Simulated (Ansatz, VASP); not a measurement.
**MoS2 in two plane-wave programs**

Aim: how closely do two programs agree when they are given the same cell, functional and k mesh?

Program: Ansatz 0.2.0. Level of theory: plane waves, with VASP 6.6.1 beside it; relaxation of cell and atoms at r2SCAN with rVV10. Results are calculated unless marked as measured.

The database entry behind the starting cell differs from later determinations by our own check (about 0.3 % long), so it need not match the best structure at ambient conditions.

## (1) Set-up

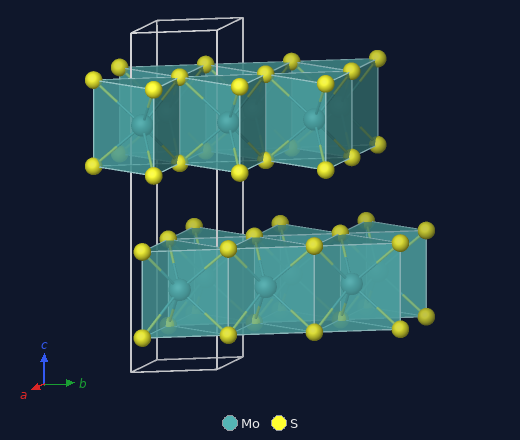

Start, viewed slightly off an axis; molybdenum teal, sulfur yellow. 2×3×1 cells are drawn. Some periodic images of atoms are drawn too.

## (2) Ansatz: relaxation of cell and atoms, r2SCAN with rVV10

Ansatz runs on its default PAW (the set named soft_2) files.

The relaxed volume is the usual yardstick between codes: its relative difference is about their pressure difference at one cell divided by the bulk modulus.

File input.yaml:

```yaml
crystal:
  lattice:
    - [3.169, 0.0, 0.0]
    - [-1.5845, 2.7444345046, 0.0]
    - [0.0, 0.0, 12.324]
  atoms:
    - { symbol: Mo, position: [0.3333333333, 0.6666666667, 0.25] }
    - { symbol: Mo, position: [0.6666666667, 0.3333333333, 0.75] }
    - { symbol: S, position: [0.3333333333, 0.6666666667, 0.623] }
    - { symbol: S, position: [0.6666666667, 0.3333333333, 0.123] }
    - { symbol: S, position: [0.3333333333, 0.6666666667, 0.877] }
    - { symbol: S, position: [0.6666666667, 0.3333333333, 0.377] }
hamiltonian:
  xc: r2scan
  pseudopotentials: { kind: paw }
  dispersion: rvv10
kpoints:
  mp_grid: { grid: [10, 10, 3] }
scf:
  occupations: { method: fermi_dirac, width: 0.05 }
relax:
  f_tol: 0.01
  max_steps: 60
  cell: { stress_tol: 0.05 }
output:
  forces: true
  stress: true
```

Command:

```bash
ansatz run input.yaml --threads 4 --pin off --max-ram 9216MiB --backend cpu --events-out ev --progress --plain --runs-dir out
```

Numbers of over 12 decimals in the logs are rounded to 6 here.

Output:

```text
Engine: ansatz 0.2.0, aarch64-unknown-linux-gnu
Pseudopotentials: kind: paw
Pseudopotential: Mo, paw, valence charge 14, recommended cutoff 500 eV (meta_gga), Mo.paw.azcp
Pseudopotential: S, paw, valence charge 6, recommended cutoff 500 eV (meta_gga), S.paw.azcp
Functional definition: r2SCAN+rVV10
  parameter k0 = 0.174
  parameter k1 = 0.065
  parameter a1 = 4.9479
  exchange = r2scan_x(k0 = k0, k1 = k1, a1 = a1)
  correlation = r2scan_c + rvv10(11.95, 0.0093)
Crystal: 6 atoms, lattice volume = 107.183 Å³
Basis set: ecut = 500 eV, 2739 PW (Γ), exchange–correlation on 108×108×432 points (64 copies of the dense FFT grid, shifted against one another)
Bands: 32, of which v1, the nominal top of the filled ones, is band 26 counted from 1 (25 counted from 0)
Symmetry: 24 space group operations
Space group: P63/mmc (ITA 194), of the structure as read, at distance tolerance 4.8e-5 Å
k-points: 28 of 300
Non-local potential: Mo, projectors of the file, l = 0: 3, l = 1: 2, l = 2: 2, l = 3: 1
Non-local potential: S, projectors of the file, l = 0: 2, l = 1: 2, l = 2: 2
PAW form: soft (Blöchl's): semilocal exchange-correlation on the pseudo side does not see the compensation charge
rVV10 density: all electrons in the spheres
PAW frozen core: Mo, regenerated for the run's functional (the file was generated under x = pbe(κ = 0.804, μ = 0.219515), c = pbe(β = 0.066725))
PAW frozen core: S, regenerated for the run's functional (the file was generated under x = pbe(κ = 0.804, μ = 0.219515), c = pbe(β = 0.066725))
PAW one-centre angular grid: Mo, 590 points (default); XC on 160 Gauss nodes
PAW one-centre angular grid: S, 302 points (default); XC on 160 Gauss nodes
Initial density: superposition of atomic densities (neutral atoms: chi_scale 0, normalization atom), corrected by the library's trained network
Initial wavefunctions: pseudopotential atomic-orbital guess
Functional: x = r2scan, c = r2scan + rvv10(b = 11.95, C = 0.0093); τ floored in thin density (d = 2e-4 eV/Å³)
SCF iter   1: F=—  HF=-13559.114220 eV  |F-HF|=—  |Δ(HF+E_count)|=         —  Δρ=1.09e-2  dr2=1.82e-1  dr2_τ=1.02e-1  ethr=1.77e-3  ⟨swp⟩=6.7  Hψ=3977  notcnv=0
preconditioner: auto → Resta (q_TF=auto, 2.418 Å⁻¹)  ε∞=7.8  [insulator: Δε(μ)=0.994 eV  Ē_g=8.250 eV  σ=0.050 eV  W_gap=1.00  n_scr=26 (ndim 8)  ℏωp=21.5 eV  f_vac=0.016  D(μ)=0.00/eV (n_scr^D=0)  ε∞_Penn≈7.8]
SCF iter   2: F=—  HF=-13559.187353 eV  |F-HF|=—  |Δ(HF+E_count)|=   7.31e-2  Δρ=5.31e-3  dr2=1.43e-2  dr2_τ=6.35e-3  ethr=3.50e-4  ⟨swp⟩=3.1  Hψ=1864  notcnv=0  defer=5
SCF iter   3: F=—  HF=-13559.191038 eV  |F-HF|=—  |Δ(HF+E_count)|=   3.69e-3  Δρ=3.00e-3  dr2=5.87e-3  dr2_τ=3.90e-4  ethr=2.74e-5  ⟨swp⟩=2.5  Hψ=1337  notcnv=0  defer=5
SCF iter   4: F=—  HF=-13559.193452 eV  |F-HF|=—  |Δ(HF+E_count)|=   2.41e-3  Δρ=3.09e-4  dr2=1.49e-4  dr2_τ=1.01e-5  ethr=1.13e-5  ⟨swp⟩=2.1  Hψ=1312  notcnv=0  defer=5
SCF iter   5: F=—  HF=-13559.193480 eV  |F-HF|=—  |Δ(HF+E_count)|=   2.83e-5  Δρ=1.02e-4  dr2=2.58e-5  dr2_τ=1.34e-6  ethr=2.87e-7  ⟨swp⟩=2.4  Hψ=1528  notcnv=0  defer=5
SCF iter   6: F=—  HF=-13559.193482 eV  |F-HF|=—  |Δ(HF+E_count)|=   2.32e-6  Δρ=2.11e-5  dr2=5.59e-7  dr2_τ=3.72e-8  ethr=4.97e-8  ⟨swp⟩=2.0  Hψ=1236  notcnv=0  defer=5
SCF iter   7: F=-13559.193483 eV  HF=-13559.193483 eV  |F-HF|=5.32e-9  |Δ(HF+E_count)|=   2.05e-7  Δρ=4.16e-6  dr2=1.96e-8  dr2_τ=7.99e-10  ethr=1.92e-10  ⟨swp⟩=5.0  Hψ=3453  notcnv=0
SCF 1 converged in 7 iterations: F = -13559.193483 eV  dr2 = 1.96e-8
  greatest PAW one-centre occupation: 0.996 electrons in one spin orbital (limit 2), on the Mo atom at site 1 (counted from 0), in its partial waves of l = 0
relax step   1: F+E_penalty+E_count = -13559.19348266 eV  Δ(F+E_penalty+E_count) = +0.000e0 eV  max|allowed force component| = 1.882e-1 eV/Å  Δτ_max = 0.0000 Å  P = -0.412 GPa  Ω = 107.183 Å³  (7 SCF iters, dr2 threshold 1.00e-7 eV, accepted)
[...]
relax step   2: F+E_penalty+E_count = -13559.17987835 eV  Δ(F+E_penalty+E_count) = +1.360e-2 eV  max|allowed force component| = 2.729e-1 eV/Å  Δτ_max = 0.0555 Å  P = -0.212 GPa  Ω = 110.863 Å³  energy of the carried Pulay correction = -8.824e-4 eV  (7 SCF iters, dr2 threshold 6.00e-7 eV, rejected (line search))
[...]
relax step   3: F+E_penalty+E_count = -13559.19855095 eV  Δ(F+E_penalty+E_count) = -5.068e-3 eV  max|allowed force component| = 1.060e-2 eV/Å  Δτ_max = 0.0226 Å  P = -0.081 GPa  Ω = 108.436 Å³  energy of the carried Pulay correction = -3.038e-4 eV  (9 SCF iters, accepted)
[...]
relax step   4: F+E_penalty+E_count = -13559.19857021 eV  Δ(F+E_penalty+E_count) = -1.926e-5 eV  max|allowed force component| = 2.591e-4 eV/Å  Δτ_max = 0.0008 Å  P = -0.004 GPa  Ω = 108.432 Å³  energy of the carried Pulay correction = -3.028e-4 eV  (4 SCF iters, dr2 threshold 1.66e-8 eV, accepted)
[...]
relax step   5: F+E_penalty+E_count = -13559.19887101 eV  Δ(F+E_penalty+E_count) = -3.008e-4 eV  max|allowed force component| = 2.220e-4 eV/Å  Δτ_max = 0.0000 Å  P = -0.004 GPa  Ω = 108.432 Å³  stress off target by 4.47e-3 GPa  SCF on the basis re-selected at this cell (its energy is not comparable with the rows above)  (5 SCF iters)
basis re-selected at this cell: Δ(F+E_penalty+E_count) = -3.008e-4 eV, ΔP = +0.000 GPa vs the last step (what re-selecting the basis moved, of the pressure what is left beyond the Pulay correction that the steps carried, after the strain that the cell walked since its last selection, with what the two solves' SCF thresholds leave and, on support functions, any second-order correction that the steps lacked; it is no m [...]
SCF converged after 5 iterations
Free energy (F): -13559.198871 eV
Harris-Foulkes:  -13559.198871 eV  (|F-HF|=1.09e-11)
Internal energy: -13559.198870 eV  (E = F + TS)
E sigma→0 (E₀):  -13559.198871 eV
Entropy (-TS):   -0.000001 eV (-0.000 meV/atom)
Fermi energy:    11.066877 eV
--- Per-component energies (eV) ---
  E_band       = -361.898737
  E_kinetic    = 1308.879774
  E_local      = -4017.163196  (includes V_loc(G=0)·N_el)
  E_nonlocal   = 396.643292
  E_hartree    = 1548.860135
  E_xc         = -720.044775
  E_vxc        = -891.255686  (∫ρ·V_xc dr)
  E_paw        = -8871.550852  (= ΣΔE_a)
  E_vpaw       = -308.164075  (= ΣTr[D̂ρ^β])
  E_aug_tail   = 0.000014  (compensation charges beyond the density's cutoff)
  E_vtau       = 51.440589  (kinetic-family band-sum trace: ∫τ·v_τ [+ j·A + Jᵃ·Aᵃ] dr)
  E_ewald      = -3203.941789
  E_core_change = -0.881474  (= ΣΔE_core)
  E_smearing   = -0.000001  (= −TS)
  E_closure    = -0.000000  (closes the sum)
  Σ components = -13559.198871   (vs F -13559.198871, Δ=0.00e0)
--- Forces (eV/Å), atoms counted from 1 ---
  atom   1  Mo     0.00000000    -0.00000000     0.00000000
  atom   2  Mo     0.00000000     0.00000000    -0.00000000
  atom   3  S      0.00000000     0.00000000     0.00022200
  atom   4  S     -0.00000000    -0.00000000     0.00022200
  atom   5  S     -0.00000000     0.00000000    -0.00022200
  atom   6  S      0.00000000    -0.00000000    -0.00022200
  max |Σ_I F_I| component: 1.39e-17 eV/Å
--- Stress (GPa, compression-positive) ---
       -0.004475       0.000000       0.000000
        0.000000      -0.004475      -0.000000
        0.000000      -0.000000      -0.003240
  P = ⅓ Tr σ = -0.0041 GPa (-0.041 kbar)
--- Relaxed structure (4 steps of the walk, 3 accepted, 1 SCFs on fresh bases) ---
  F+E_penalty+E_count = -13559.19887101 eV   max|allowed force component| = 2.220e-4 eV/Å   (the final SCF, on the basis selected at the relaxed cell)
  cell:  # Å, volume = 108.4320 Å³
    - [3.173089, 0, 0]
    - [-1.586545, 2.747976, 0]
    - [0, 0, 12.435477]
  atoms:
    - { symbol: Mo, position: [0.333333, 0.666667, 0.25] }
    - { symbol: Mo, position: [0.666667, 0.333333, 0.750000] }
    - { symbol: S, position: [0.333333, 0.666667, 0.624898] }
    - { symbol: S, position: [0.666667, 0.333333, 0.124898] }
    - { symbol: S, position: [0.333333, 0.666667, 0.875102] }
    - { symbol: S, position: [0.666667, 0.333333, 0.375102] }
```

Run time: 28 s. Hardware: 4 threads of Arm Neoverse V1, shared host; peak memory 0.83 GiB.

(Part 1 of 2 ends here.)

[Lines on the potential files, build, host, timing and source positions are cut from VASP's logs without a mark.]

[Logs are printed without paths, hosts, clocks, repeated set-up lines and the standing remarks that a program may print on its own settings, such as how far it seeks lower states.]

[Hosts, paths, dates, database ids (printed as entryN), source tags and the programs' standing remarks are cut or masked in the printed files.]
